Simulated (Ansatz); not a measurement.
| atom | x (Å) | y (Å) | z (Å) |
| --- | --- | --- | --- |
| Si | -0.7841 | 1.0480 | -0.5235 |
| O | 0.1686 | -0.0002 | 0.6130 |
| S | 0.8679 | -1.3804 | 0.1683 |
| H | -1.8711 | 0.1661 | -1.0409 |
| H | 0.1924 | 1.4679 | -1.5704 |
| H | -1.2023 | 2.1023 | 0.4375 |
| H | 2.1362 | -1.2041 | 0.6963 |
| H | 0.4924 | -2.1996 | 1.2197 |

Theory: RKS PBE-D4/def2-SVPD in Ansatz.

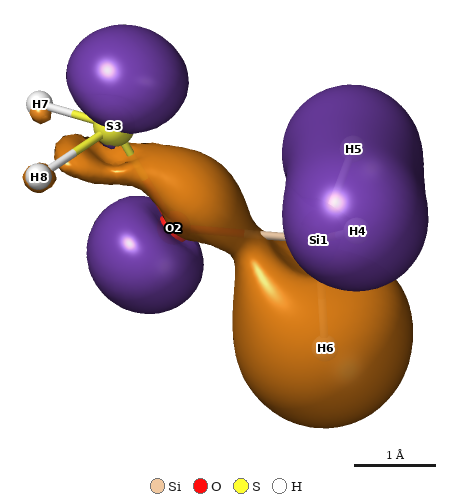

H₅OSSi (charge +1). The HOMO−1 at ±0.1 Å⁻³ᐟ² (orange and purple are the two phases), seen at an oblique angle.

Question: Describe this orbital and give its energy.

Answer: Its weight (Hirshfeld) is mainly on Si1 (about 30 %), H6 (about 25 %), O2 (about 20 %), H4 (about 10 %), S3 (about 10 %) and H5 (about 10 %). Its energy is −13.20 eV.
